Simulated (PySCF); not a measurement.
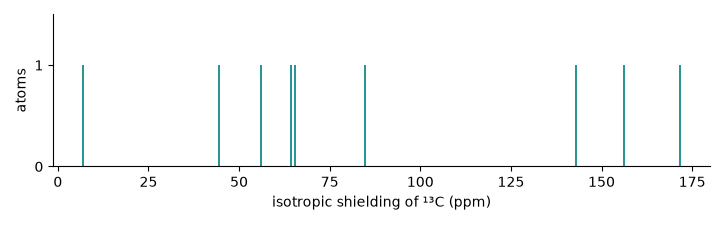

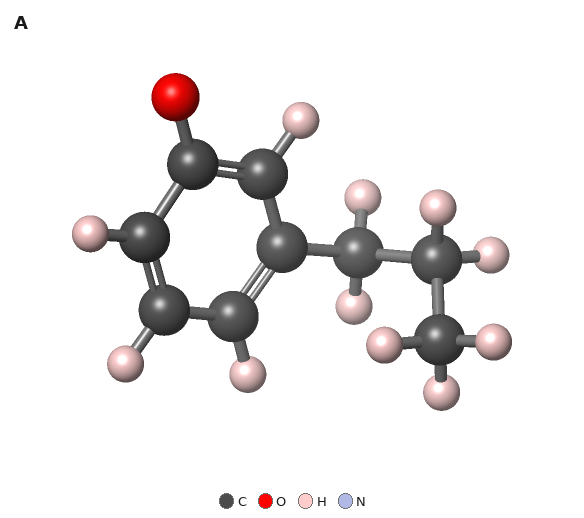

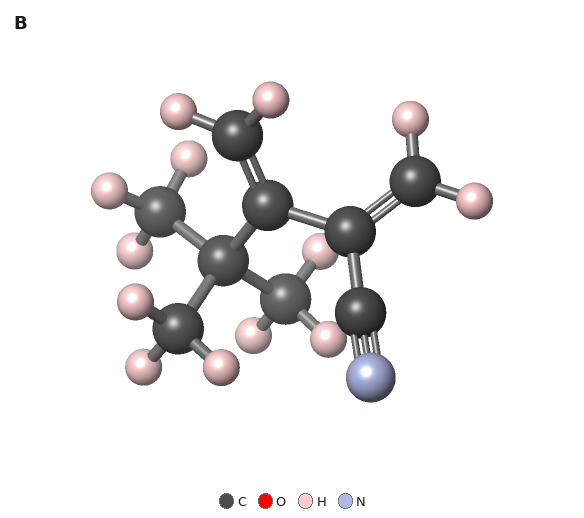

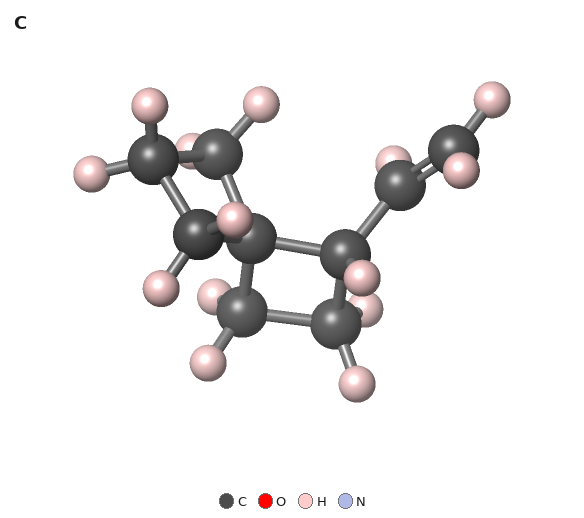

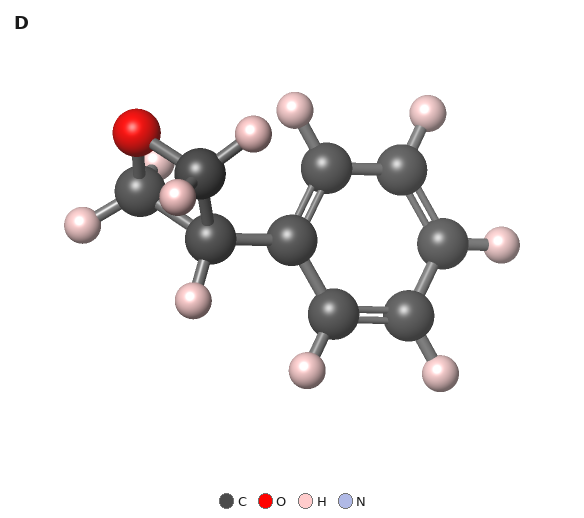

The sticks are computed shieldings of one of the molecules, for one fixed geometry (GFN2-xTB) without averaging over rotations. Low shielding means a high chemical shift. Method: GIAO PBE0/pcSseg-1 NMR shielding, non-relativistic, gas phase (PySCF 2.14.0).

### Which molecule gives this pattern?

A, `CCCc1cccc([O-])c1`. Its 9 C atoms give lines at 6.9, 44.5, 56.1, 64.3, 65.4, 84.7, 143.1, 156.2, 171.6 ppm.
